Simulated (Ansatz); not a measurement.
# What a change does: geometry relaxation on HfB₁₂

System: HfB₁₂, multiplicity 3.
Method of run 1: UKS PBE-D4/def2-SVP (Ansatz 0.2.0).

The geometry: PBE-D4/def2-SVP start. Text and figures count atoms from 1; the logs count them from 0 in places.

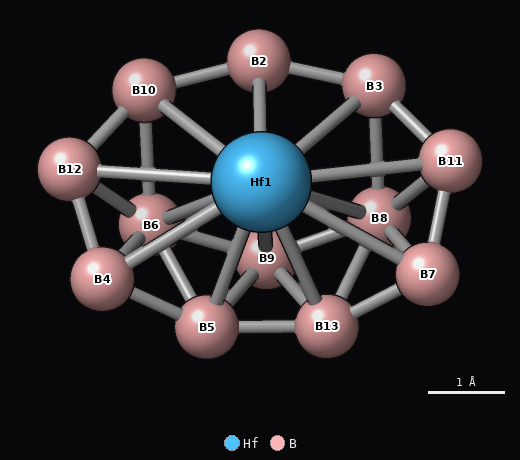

**Figure 1.** The starting structure (ball-and-stick view, seen on its broad side; atoms are numbered from 1 in the order of the input). Sticks mark near contacts. Bond lengths as drawn: B–B 1.55 to 1.85 Å and B–Hf 2.33 to 2.73 Å.

Input file, run 1:
```yaml
crystal:
  periodic: [false, false, false]
  atoms:
    - {symbol: Hf, position_ang: [-0.795689, 0.746918, 0.794296]}
    - {symbol: B, position_ang: [-1.275221, 0.252712, -1.431195]}
    - {symbol: B, position_ang: [-0.310468, 1.480905, -1.551045]}
    - {symbol: B, position_ang: [-0.626753, -1.656558, 1.663528]}
    - {symbol: B, position_ang: [0.778433, -0.969564, 1.288194]}
    - {symbol: B, position_ang: [-0.215683, -1.705701, -0.026238]}
    - {symbol: B, position_ang: [1.512571, 1.892163, 0.479448]}
    - {symbol: B, position_ang: [1.251374, 0.808349, -0.872379]}
    - {symbol: B, position_ang: [1.065096, -0.775488, -0.469605]}
    - {symbol: B, position_ang: [-1.800581, -1.045369, -0.722873]}
    - {symbol: B, position_ang: [0.649640, 2.410091, -0.695007]}
    - {symbol: B, position_ang: [-1.806660, -1.781691, 0.672776]}
    - {symbol: B, position_ang: [1.573930, 0.343244, 0.870109]}
basis:
  gaussian: {orbitals: def2-SVP}
magnetization: {spin_polarized: true, initial_magnetization: 2}
hamiltonian: {xc: pbe, dispersion: d4}
scf: {lower_state_search: "off"}
output: {orbitals: {seedname: orbitals}}
relax: {f_tol: 0.03, max_steps: 70}
```

Command:
```bash
ansatz run in.yaml --threads 4 --pin off --events-out ev --progress --plain --max-ram 6963MiB
```

Hardware: 4 threads of Arm Neoverse V2, 23 GiB of memory available, shared host.

Output, shortened to warnings, some set-up lines, iterations and results (run 1):
```
[...]
mean field evaluation 1: about -9371.5100 eV, gradient 6.3e1 eV
mean field evaluation 2: about -9077.0857 eV, gradient 2.2e2 eV
mean field evaluation 4: about -9374.4277 eV, gradient 6.7e1 eV
mean field evaluation 8: about -9398.1746 eV, gradient 5.4e0 eV
mean field evaluation 16: about -9398.2574 eV, gradient 1.4e-1 eV
mean field evaluation 32: about -9398.2575 eV, gradient 3.7e-5 eV
relax step   1: F+E_penalty+E_count = -9398.97875186 eV  Δ(F+E_penalty+E_count) = +0.000e0 eV  max|allowed force component| = 9.942e-1 eV/Å  Δτ_max = 0.0000 Å  (33 SCF iters, …
relax step   2: F+E_penalty+E_count = -9399.17868985 eV  Δ(F+E_penalty+E_count) = -1.999e-1 eV  max|allowed force component| = 8.506e-1 eV/Å  Δτ_max = 0.1181 Å  (42 SCF …
relax step   3: F+E_penalty+E_count = -9399.26101204 eV  Δ(F+E_penalty+E_count) = -8.232e-2 eV  max|allowed force component| = 4.261e-1 eV/Å  Δτ_max = 0.0728 Å  (37 SCF …
mean field evaluation 64: about -9398.5672 eV, gradient 3.1e-5 eV
relax step   4: F+E_penalty+E_count = -9399.28279008 eV  Δ(F+E_penalty+E_count) = -2.178e-2 eV  max|allowed force component| = 1.057e-1 eV/Å  Δτ_max = 0.0287 Å  (32 SCF …
relax step   5: F+E_penalty+E_count = -9399.28485248 eV  Δ(F+E_penalty+E_count) = -2.062e-3 eV  max|allowed force component| = 3.790e-2 eV/Å  Δτ_max = 0.0113 Å  (30 SCF …
relax step   6: F+E_penalty+E_count = -9399.28509869 eV  Δ(F+E_penalty+E_count) = -2.462e-4 eV  max|allowed force component| = 1.424e-2 eV/Å  Δτ_max = 0.0046 Å  (29 SCF …
Total energy: -9399.28514272 eV, -345.4173579308 hartree
Atom 0 at    -0.765208     0.706110     0.770693 Å, force     0.004630    -0.002646     0.005470 eV/Å
Atom 1 at    -1.185407     0.174051    -1.561701 Å, force     0.008660    -0.000411     0.010896 eV/Å
Atom 2 at    -0.296883     1.485070    -1.582625 Å, force    -0.006777     0.002469    -0.014244 eV/Å
Atom 3 at    -0.591497    -1.637289     1.713250 Å, force    -0.005338     0.000121    -0.001537 eV/Å
Atom 4 at     0.828132    -1.061335     1.255208 Å, force     0.003105    -0.001357     0.002198 eV/Å
Atom 5 at    -0.270898    -1.677475     0.016355 Å, force     0.003357     0.002689    -0.005152 eV/Å
Atom 6 at     1.469680     1.875187     0.537907 Å, force    -0.004070     0.001980    -0.002369 eV/Å
Atom 7 at     1.210506     0.851974    -0.830429 Å, force     0.000535    -0.003044    -0.001535 eV/Å
Atom 8 at     0.996403    -0.742475    -0.470659 Å, force     0.002953     0.000116     0.003986 eV/Å
Atom 9 at    -1.776095    -1.043959    -0.738961 Å, force    -0.010830    -0.002033    -0.008871 eV/Å
Atom 10 at     0.566029     2.412164    -0.631654 Å, force    -0.000035    -0.003011     0.006885 eV/Å
Atom 11 at    -1.815033    -1.647753     0.725057 Å, force     0.003090     0.005213     0.004094 eV/Å
Atom 12 at     1.630258     0.305742     0.797567 Å, force     0.000721    -0.000085     0.000178 eV/Å
Dipole moment:    -0.316653     0.375231     0.568736 e Å
Checks for a lower state left out: stability, starts, cluster_reference, orbital_swaps, neighbouring_geometries, increment
```

The input of run 2 differs as follows (lines with − go, lines with + come):
```diff
-magnetization: {spin_polarized: true, initial_magnetization: 2}
+magnetization: {spin_polarized: true, initial_magnetization: 4}
```

How does run 2 compare with run 1?

With the same method and basis, run 2 lies 39.9 kcal/mol higher. The HOMO goes from −5.06 to −3.85 eV. The LUMO goes from −4.69 to −5.10 eV. The dipole moment goes from 3.61 to 2.74 D. On the same kind of shared host run 2 took about 3.4 times as long.

Output, shortened to warnings, some set-up lines, iterations and results (run 2):
```
[...]
mean field evaluation 1: about -9368.3716 eV, gradient 6.4e1 eV
mean field evaluation 2: about -9014.5646 eV, gradient 2.4e2 eV
mean field evaluation 4: about -9356.4759 eV, gradient 8.6e1 eV
mean field evaluation 8: about -9396.2155 eV, gradient 3.9e-1 eV
mean field evaluation 16: about -9396.4723 eV, gradient 1.8e-1 eV
[... 18 lines ...]
relax step  15: F+E_penalty+E_count = -9397.55581094 eV  Δ(F+E_penalty+E_count) = -1.236e-3 eV  max|allowed force component| = 3.000e-2 eV/Å  Δτ_max = 0.0138 Å  (37 SCF …
mean field evaluation 160: about -9396.8427 eV, gradient 1.7e-3 eV
relax step  16: F+E_penalty+E_count = -9397.55621631 eV  Δ(F+E_penalty+E_count) = -4.054e-4 eV  max|allowed force component| = 4.799e-2 eV/Å  Δτ_max = 0.0252 Å  (38 SCF …
relax step  17: F+E_penalty+E_count = -9397.55661439 eV  Δ(F+E_penalty+E_count) = -3.981e-4 eV  max|allowed force component| = 2.618e-2 eV/Å  Δτ_max = 0.0107 Å  (37 SCF …
relax step  18: F+E_penalty+E_count = -9397.55678502 eV  Δ(F+E_penalty+E_count) = -1.706e-4 eV  max|allowed force component| = 2.566e-2 eV/Å  Δτ_max = 0.0062 Å  (40 SCF …
Total energy: -9397.55683053 eV, -345.3538436293 hartree
Atom 0 at    -0.759836     0.726606     0.737749 Å, force     0.025663    -0.016226    -0.015966 eV/Å
Atom 1 at    -1.253979     0.165579    -1.547631 Å, force     0.006829    -0.001610     0.003370 eV/Å
Atom 2 at    -0.268497     1.440205    -1.536294 Å, force    -0.005913    -0.000858    -0.001967 eV/Å
Atom 3 at    -0.620773    -1.669968     1.693295 Å, force     0.006745    -0.002496     0.006887 eV/Å
Atom 4 at     0.785177    -1.031032     1.252614 Å, force    -0.009848     0.005046    -0.000736 eV/Å
Atom 5 at    -0.278850    -1.628304    -0.022173 Å, force    -0.010381     0.012380    -0.000278 eV/Å
Atom 6 at     1.563138     1.943637     0.513328 Å, force     0.005438    -0.006603     0.008655 eV/Å
Atom 7 at     1.254656     0.854390    -0.820421 Å, force    -0.006473     0.007916     0.003026 eV/Å
Atom 8 at     1.047886    -0.734452    -0.455300 Å, force     0.004538    -0.001050     0.007543 eV/Å
Atom 9 at    -1.827993    -1.031527    -0.672340 Å, force    -0.011629    -0.002651    -0.000409 eV/Å
Atom 10 at     0.610897     2.442501    -0.659255 Å, force    -0.005679     0.003774    -0.005381 eV/Å
Atom 11 at    -1.863895    -1.827232     0.711750 Å, force     0.006979     0.004082    -0.004484 eV/Å
Atom 12 at     1.612058     0.349607     0.804686 Å, force    -0.006267    -0.001703    -0.000259 eV/Å
Dipole moment:    -0.223960     0.355412     0.386938 e Å
Checks for a lower state left out: stability, starts, cluster_reference, orbital_swaps, neighbouring_geometries, increment
```

The two runs side by side:

| quantity | run 1 | run 2 |
| --- | --- | --- |
| outcome | converged | converged |
| total energy (hartree) | −345.417358 | −345.353844 |
| HOMO (eV) | −5.06 | −3.85 |
| LUMO (eV) | −4.69 | −5.10 |
| dipole moment (D) | 3.61 | 2.74 |
| ⟨S²⟩ | 2.013 | 6.016 |
| largest force (eV/Å) | 0.016 | 0.034 |
| basis functions | 200 | 200 |
| wall time (shared host) | 36 s | 2 min |
